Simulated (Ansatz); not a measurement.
A series of calculations on TaH$_{3}$O$_{2}$ClF$_{3}$

**1. Relaxation**

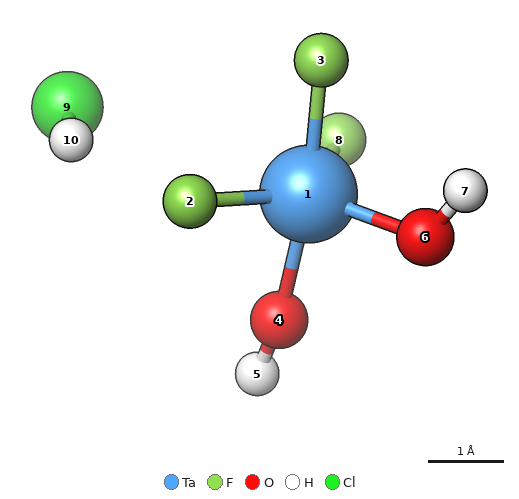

This is the input geometry for a relaxation of TaH₃O₂ClF₃. Style: ball-and-stick. Shown at a tilt.

The run prepares an end point of a later path (reaction) calculation, from a guessed geometry.

Method: RKS PBE-D4/def2-SVP (Ansatz).

Input
```yaml
crystal:
  periodic: [false, false, false]
  atoms:
    - { symbol: Ta, position_ang: [-0.255033, 0.112564, 0.116351] }
    - { symbol: F, position_ang: [1.654236, 0.262037, 0.299436] }
    - { symbol: F, position_ang: [-0.308753, 0.32315, 2.018184] }
    - { symbol: O, position_ang: [-0.075897, -0.326386, -1.714745] }
    - { symbol: H, position_ang: [-0.008676, -0.783299, -2.567499] }
    - { symbol: O, position_ang: [-1.10419, 1.783981, -0.175475] }
    - { symbol: H, position_ang: [-1.390394, 2.346127, 0.570826] }
    - { symbol: F, position_ang: [-1.511566, -1.278041, 0.361397] }
    - { symbol: Cl, position_ang: [1.769558, -2.856923, 0.848624] }
    - { symbol: H, position_ang: [2.387014, -1.67001, 0.767202] }
basis:
  gaussian: { orbitals: def2-SVP }
hamiltonian:
  xc: pbe
  dispersion: d4
relax:
  f_tol: 0.03
  max_steps: 50
```

Launched with:
```bash
ansatz run input.yaml --threads 4 --pin off --max-ram 5120MiB --backend cpu --events-out ev --progress --plain --runs-dir out
```

Question: Predict the outcome.

Answer: The energy falls by 2.02 kcal/mol in 16 accepted moves (17 points after the start). Largest force component: 0.95 eV/Å at the start, 0.014 eV/Å at the end. The line search rejected the trial step at point 16 of the run. The atom that moves furthest after the best rigid fit is Cl9 (0.57 Å). Largest moves by element: Cl 0.57 Å, H 0.41 Å, F 0.31 Å, O 0.14 Å, Ta 0.07 Å. Among the contacts that change: Ta1–Cl9 3.668 → 3.047 Å, Ta1–H10 3.253 → 2.964 Å, Cl9–H10 1.340 → 1.310 Å, Ta1–F2 1.924 → 1.935 Å. New bonds form, among them: Ta1–Cl9 (3.67 → 3.05 Å). Bond angles that change, for instance: F2–Ta1–F8 134.8° → 147.7°, Ta1–O4–H5 165.3° → 152.9°, F3–Ta1–O4 171.9° → 162.7°.

Step by step:

```tsv
step	E − E(0), kcal/mol	largest force component, eV/Å	note
0	0.00	0.9540	
1	-0.76	0.4543	
2	-1.13	0.2716	
3	-1.43	0.2021	
4	-1.62	0.3204	
5	-1.68	0.2720	
6	-1.84	0.1902	
7	-1.89	0.0592	
8	-1.90	0.1735	
9	-1.94	0.0870	
10	-1.96	0.0841	
11	-1.98	0.1148	
12	-2.00	0.0618	
13	-2.01	0.0893	
14	-2.02	0.0833	
15	-2.02	0.0435	
16	-2.02	0.0589	rejected
17	-2.02	0.0140
```

Final geometry:

```xyz
10

Ta   -0.2153    0.0567    0.1363
F     1.6811    0.4243    0.2507
F    -0.1378    0.0651    2.0467
O    -0.0064   -0.4394   -1.6829
H     0.2370   -1.0606   -2.3850
O    -1.0536    1.7339   -0.0986
H    -1.3718    2.3179    0.6147
F    -1.6222   -1.2037    0.3469
Cl    1.3923   -2.4839    0.6324
H     2.2530   -1.4970    0.6630
```

The end point in the same view:

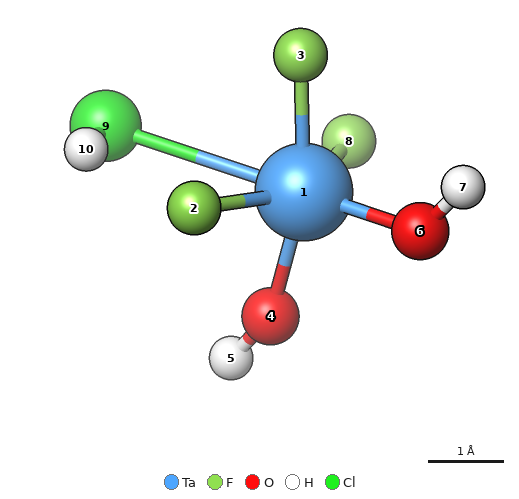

**2. Relaxation**

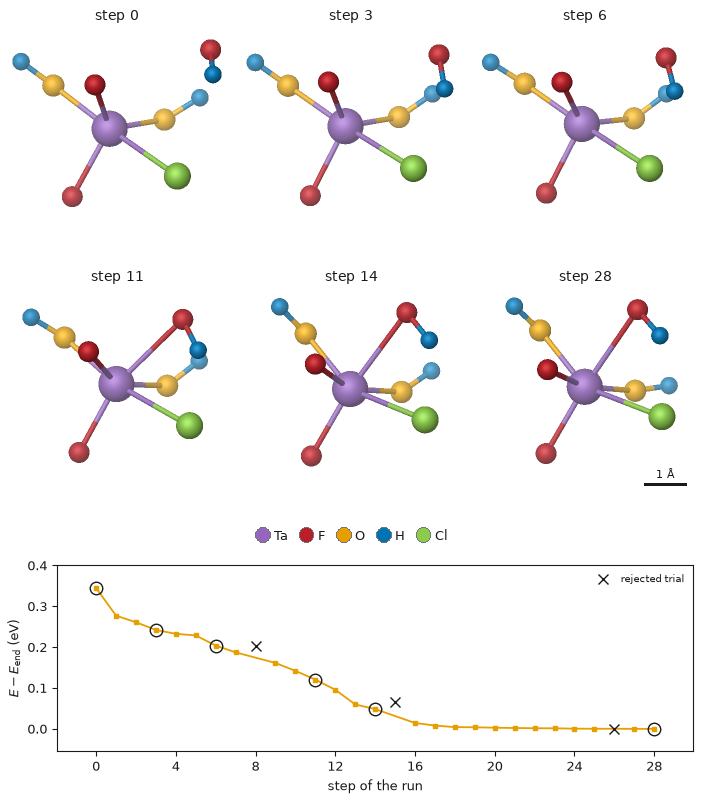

Frames of a relaxation of TaH$_{3}$O$_{2}$ClF$_{3}$, marked on the history of the run. Style: ball-and-stick. Shown at a tilt.

The run prepares an end point of a later path (reaction) calculation, from a guessed geometry.

Theory: RKS PBE-D4/def2-SVP (Ansatz 0.2.0). Set-up: no spin polarisation; force threshold 0.03 eV/Å; at most 50 steps.

> Describe the path.

Over 25 accepted moves (28 points after the start) the energy falls by 0.345 eV. The largest force component goes from 0.9 to 0.022 eV/Å. The line search rejected the trial steps at points 8, 15, 26 of the run. The forces were under the threshold at step 21, but the run went on from there. The largest move after the best rigid fit is that of an F atom, 0.99 Å. By element the largest moves are F 0.99 Å, H 0.92 Å, Cl 0.63 Å, O 0.59 Å, Ta 0.19 Å. Among the contacts that change: F–Ta 3.128 → 2.338 Å, Cl–H 2.575 → 1.954 Å, H–Ta 3.095 → 2.507 Å, F–H 0.930 → 0.988 Å. New bonds form, among them: F–Ta (3.13 → 2.34 Å). Among the angles between lasting bonds that change: F–Ta–O 130.0° → 165.4°, Ta–O–H 127.4° → 159.6°, F–Ta–F 120.7° → 95.6°. Cost: 49 s on 4 threads of Arm Neoverse V2, with other jobs on the host, peak memory 0.21 GiB. From step 0 to 3: an H atom moves most (0.37 Å), energy −0.103 eV. From step 3 to 6: an F atom moves most (0.18 Å), energy −0.038 eV. From step 6 to 11: an F atom moves most (0.37 Å), energy −0.083 eV. From step 11 to 14: an H atom moves most (0.47 Å), energy −0.072 eV. From step 14 to 28: an H atom moves most (0.36 Å), energy −0.049 eV.

Limits of the set-up: the start holds two separate molecules, 2.2 Å apart at their closest, whose relative position is a soft coordinate.

**3. Path**

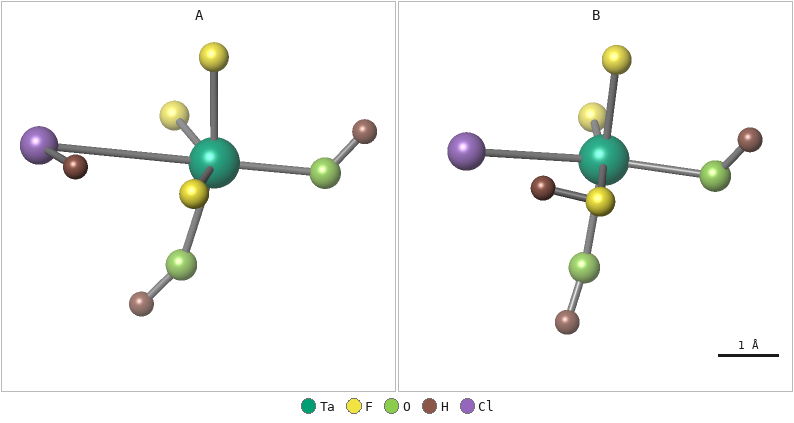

The two relaxed end points of a path for TaH3O2ClF3. A ball-and-stick model, seen at a tilt.

Level of theory: RKS PBE-D4/def2-SVP in Ansatz.

Run with 5 movable images; climbing image; force threshold 0.05 eV/Å; iteration limit 60.

Start:
```xyz
10

Ta   -0.2155    0.0562    0.1372
F     1.6807    0.4258    0.2491
F    -0.1351    0.0624    2.0474
O    -0.0088   -0.4375   -1.6830
H     0.2342   -1.0575   -2.3862
O    -1.0560    1.7327   -0.0944
H    -1.3738    2.3155    0.6200
F    -1.6206   -1.2060    0.3483
Cl    1.3957   -2.4831    0.6277
H     2.2554   -1.4953    0.6582
```

End:
```xyz
10

Ta   -0.3941   -0.4011    0.1957
F     1.8115    0.3740    0.2458
F    -0.2128   -0.0375    2.0645
O    -0.0959   -0.7005   -1.6434
H     0.3808   -0.8563   -2.4715
O    -0.7859    1.4472   -0.0515
H    -0.7502    2.1107    0.6629
F    -2.0685   -1.2251    0.3318
Cl    1.1805   -2.2575    0.6952
H     2.0910   -0.5406    0.4948
```

### What barrier does the band find between them, and by what path?

Forward barrier 0.203 eV, backward barrier 0.115 eV, with image 3 at the top; the reaction energy is +0.088 eV. A hydrogen atom shifts from one atom to another. Breaking: Cl9–H10 (1.31 → 1.53 at the top → 1.95 Å). Forming: F2–H10 (2.05 → 1.21 at the top → 0.99 Å). The band converged in 31 iterations. The largest component of the band force went from 21 to 0.046 eV/Å. The climbing image converged on the top of the path. Its vibrational analysis gives one imaginary mode (271i cm⁻¹), as a transition state must have.

Energies of the converged images:

```json
{"image": "0", "path (Å)": "0.00", "E (eV)": "0.000"}
{"image": "1", "path (Å)": "0.41", "E (eV)": "0.012"}
{"image": "2", "path (Å)": "0.83", "E (eV)": "0.074"}
{"image": "3", "path (Å)": "1.25", "E (eV)": "0.203"}
{"image": "4", "path (Å)": "1.61", "E (eV)": "0.134"}
{"image": "5", "path (Å)": "1.98", "E (eV)": "0.096"}
{"image": "6", "path (Å)": "2.35", "E (eV)": "0.088"}
```

The geometry at the top of the path:

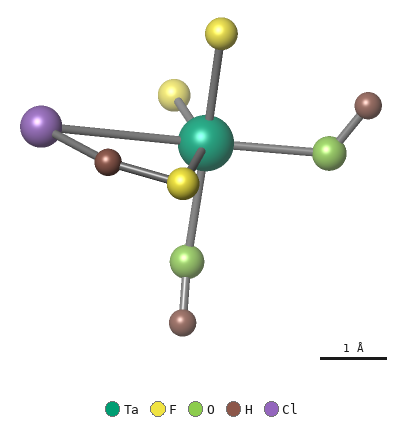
